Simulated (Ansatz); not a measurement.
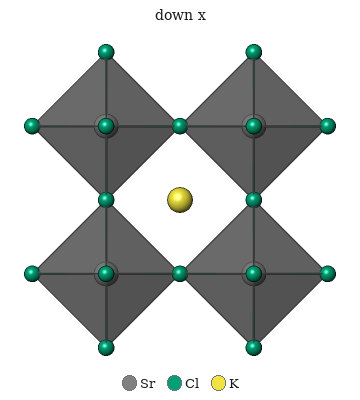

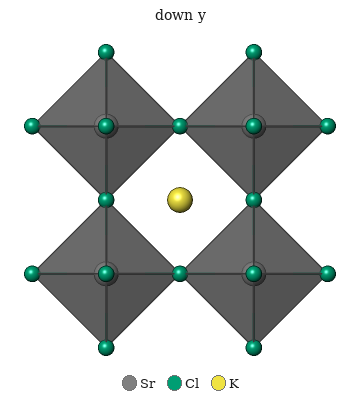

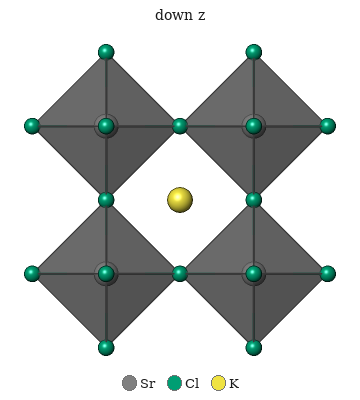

Blocks of 2 × 2 × 2 octahedra, seen down the three pseudocubic axes x, y and z (centre-to-centre directions).

KSrCl3: the end point of a relaxation with DFT, PBEsol, plane waves, PAW (Ansatz); the starting structure was generated, so it need not be a known form of this composition.

**Which atoms centre the octahedra, which link them, and which fill the cavities?**

Sr at the centres, Cl at the shared corners, K in the cavities: a perovskite-type framework of corner-sharing octahedra.

**Give the tilt system in Glazer's notation, with the angles.**

The octahedra are not tilted (under 0.5° about every axis): a⁰a⁰a⁰.

**What are the Sr–Cl–Sr angles?**

Along x: 180.0°; along y: 180.0°; along z: 180.0°.
